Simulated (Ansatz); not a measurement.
# BeTlI3: complex band structure, part 3 of 3

Wanted: the relaxed cell of BeTlI3, its band edges and its decay constants. It is built by putting Be for Ca in the CaTlI3 structure of space group Cmcm, with the volume rescaled by atomic radii. The parent structure comes from the Materials Project.

Ansatz 0.2.0; LDA DFT, plane waves, PAW files (the session's first sound run).

So far, gap on path (eV): step 3 (the bulk crystal and its band edges, LDA) 1.64; step 6 (LDA norm-conserving, cutoff 1197.3 eV) 1.63.

The structure was built from a prototype and need not be the compound's stable phase.

### 8. A repeat with changed settings

This step: LDA DFT, plane waves, PAW files; complex bands by layer matching along the plane's normal; changed: scf.algorithm = "density_mixing", scf.eigensolver.kind = "davidson" (Ansatz 0.2.0).

This run repeats an earlier one, its twin (the complex run, plane (001)), with two settings changed (scf.algorithm, scf.eigensolver.kind; files written aside). It is meant to test whether the numerical route changes the result or only the time. Where the input is shown as a difference, that is against the step before, not the twin.

input.yaml

```yaml
crystal:
  lattice:
    - [7.245541536, 0.0, 0.0]
    - [1.03333177, 3.729118123, 0.0]
    - [0.0, 0.0, 10.619440188]
  atoms:
    - { symbol: Be, position: [0.0, 0.0, 0.0] }
    - { symbol: Be, position: [0.0, 0.0, 0.5] }
    - { symbol: Tl, position: [0.5232214106, 0.7383892947, 0.25] }
    - { symbol: Tl, position: [0.4767785894, 0.2616107053, 0.75] }
    - { symbol: I, position: [0.2498970954, 0.3750514523, 0.0388201407] }
    - { symbol: I, position: [0.7501029046, 0.6249485477, 0.9611798593] }
    - { symbol: I, position: [0.7501029046, 0.6249485477, 0.5388201407] }
    - { symbol: I, position: [0.2498970954, 0.3750514523, 0.4611798593] }
    - { symbol: I, position: [0.9013286926, 0.0493356537, 0.25] }
    - { symbol: I, position: [0.0986713074, 0.9506643463, 0.75] }
kpoints:
  mp_grid: { grid: [6, 6, 2] }
scf:
  occupations: { method: fixed }
  algorithm: density_mixing
  eigensolver: { kind: davidson }
hamiltonian:
  xc: lda
output:
  eigenvalues: true
  transmission:
    leads: [[0, 0]]
    kpoints: [[0.0, 0.0], [0.2708, -0.3854]]
    e_range: [-1.0, 2.64]
    de: 0.09
```

Started as:

```
> ansatz run input.yaml --threads 2 --pin off --max-ram 4096MiB --backend cpu --events-out ev --progress --plain --runs-dir out
```

Numbers of over 12 decimals in the logs are rounded to 6 here.

The program printed:

```text
[...]
davidson cushion auto → on  (no smearing: the cushion is to keep the highest requested band from converging to the state above it; pin scf.eigensolver.cushion to override)
Crystal: 10 atoms, lattice volume = 286.932 Å³
Basis set: ecut = 420 eV, 5619 PW (Γ)
Bands: 80, of which v1, the nominal top of the filled ones, is band 66 counted from 1 (65 counted from 0)
Symmetry: 8 space group operations
[...]
k-points: 26 of 72
[...]
SCF iter   1: F=—  HF=-66608.572436 eV  |F-HF|=—  |Δ(HF+E_count)|=         —  Δρ=4.47e-3  dr2=2.83e-2  ethr=1.77e-3  ⟨swp⟩=10.2  Hψ=9950  notcnv=0
[...]
SCF iter   7: F=-66608.564789 eV  HF=-66608.564789 eV  |F-HF|=2.47e-10  |Δ(HF+E_count)|=   3.20e-8  Δρ=1.90e-6  dr2=1.09e-8  ethr=1.02e-10  ⟨swp⟩=3.0  Hψ=6305  notcnv=0
SCF 1 converged in 7 iterations: F = -66608.564789 eV  dr2 = 1.09e-8
[...]
transmission: 14 of 28 steps passed
transmission: 28 of 28 steps passed
SCF converged after 7 iterations
Free energy (F): -66608.564789 eV
[...]
Internal energy: -66608.564789 eV  (E = F + TS)
E sigma→0 (E₀):  -66608.564789 eV
Fermi energy:    7.665879 eV
[...]
--- Band table (eV; the first three rows and the last of 26) ---
  k-point 0: bands = [... 62 lower, 7.0224, 7.1730, 7.1805, 7.6120, 9.9289, 10.9258, 11.0774, 11.2928, ... 10 higher]
  k-point 1: bands = [... 62 lower, 7.4173, 7.4173, 7.6004, 7.6004, 9.9425, 9.9425, 11.0451, 11.0451, ... 10 higher]
  k-point 2: bands = [... 62 lower, 6.8911, 6.9693, 7.4259, 7.4502, 10.6043, 10.7965, 11.0040, 11.2709, ... 10 higher]
  k-point 25: bands = [... 62 lower, 7.0386, 7.0386, 7.4166, 7.4166, 10.1009, 10.1009, 10.9868, 10.9868, ... 10 higher]
--- Transmission ---
  basis      : 241 plane waves across, 14 finite elements along
  points     : 2, as listed
[...]
crystal 0  : Tl2I6Be2, at the sites [0, 0], period 10.6194 Å: whole cells are its period
[...]
channels       : 0.000000e0 a spin
[...]
slowest decay  : 0.1904 /Å at (0.0000, 0.0000)
```

Elapsed: 31 s, on 2 threads of AMD EPYC 9R45, shared host; peak memory 1 GiB.

A gap read on the k-mesh alone can miss the band edges.

This step gave:

| Quantity | Value |
| --- | --- |
| free energy | -66608.5648 eV |
| Fermi energy | 7.666 eV |
| gap on the k-mesh | 1.684 eV |

K parallel (0, 0); values up to 1.5 1/Å, a degenerate pair printed once or twice; energies at which all values exceed this have no row. Im kz of the slowest decaying states against energy, zero at the highest filled level on the SCF mesh:

```csv
energy (eV),decay 1 (Å⁻¹),decay 2 (Å⁻¹),decay 3 (Å⁻¹),decay 4 (Å⁻¹)
-1.0000,0.0596,0.134,0.208,0.276
-0.7300,0.0418,0.141,0.203,0.216
-0.4600,0.243,0.319,0.440,0.801
-0.2800,0.329,0.465,0.767,1.22
-0.0100,0.0521,0.133,0.376,0.479
0.2600,0.134,0.359,0.409,0.459
0.5300,0.170,0.432,0.458,0.599
0.7100,0.185,0.443,0.481,0.565
0.9800,0.198,0.450,0.506,0.522
1.2500,0.201,0.452,0.482,0.523
1.5200,0.194,0.439,0.451,0.535
1.7900,0.175,0.387,0.450,0.542
1.9700,0.151,0.341,0.450,0.545
2.2400,0.212,0.451,0.546,0.760
2.5100,0.201,0.454,0.544,0.689
```

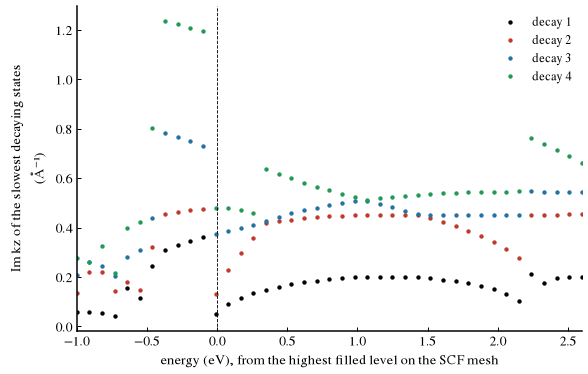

Im kz of the slowest decaying states against energy.

K parallel (0.2708, -0.3854); values up to 1.5 1/Å, a degenerate pair printed once or twice; energies at which all values exceed this have no row. Im kz of the slowest decaying states against energy, zero at the highest filled level on the SCF mesh:

```csv
energy (eV),decay 1 (Å⁻¹),decay 2 (Å⁻¹),decay 3 (Å⁻¹),decay 4 (Å⁻¹)
-1.000,0.0801,0.0901,0.334,0.443
-0.460,0.204,0.226,0.308,0.394
-0.010,0.242,0.260,0.339,0.416
0.530,0.267,0.278,0.347,0.374
0.980,0.275,0.281,0.304,0.339
1.520,0.138,0.262,0.281,0.323
1.970,0.221,0.273,0.308,1.12
2.510,0.111,0.155,0.195,0.282
```

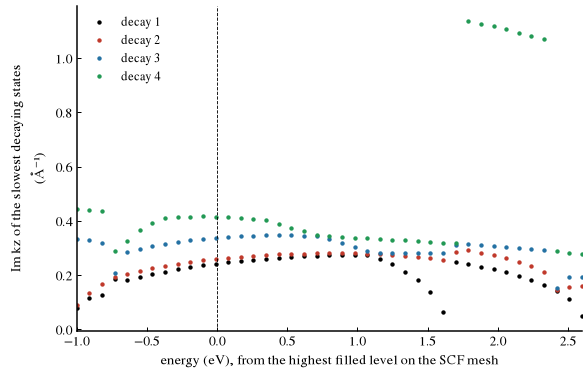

Im kz of the slowest decaying states, plotted against energy.

The energy agrees with the twin's within 2e-6 eV and the result to the printed digits, after as many cycles: the change makes no difference here.

### 9. Results

```
band gap                                         : 1.64 eV
least decay constant at mid-gap, normal to (001) : 0.190 Å⁻¹
least decay constant on a mesh, normal to (001)  : 0.191 Å⁻¹
```

What this shows: With LDA, the slowest decay at the wavevectors tried is κ = 0.190 Å⁻¹, normal to (001). Through such a film the transmission near mid-gap falls as exp(−2κd), a factor of ten every 6.0 Å. A free electron under a barrier of half the gap would need a mass of 0.17 mₑ to decay at this rate. The compound is made up by substitution; its stability against other phases and against distortions of the cell's symmetry was not tested. A semilocal functional narrows gaps, while spin-orbit coupling, left out here, narrows them in compounds of heavy elements, so the error in κ can go either way.

[Logs are printed without paths, hosts, clocks, repeated set-up lines and the standing remarks that a program may print on its own settings, such as how far it seeks lower states.]

[Hosts, paths, dates, database ids (printed as entryN), source tags and the programs' standing remarks are cut or masked in the printed files.]

[New means built here by substitution; the compound itself may be known and measured.]
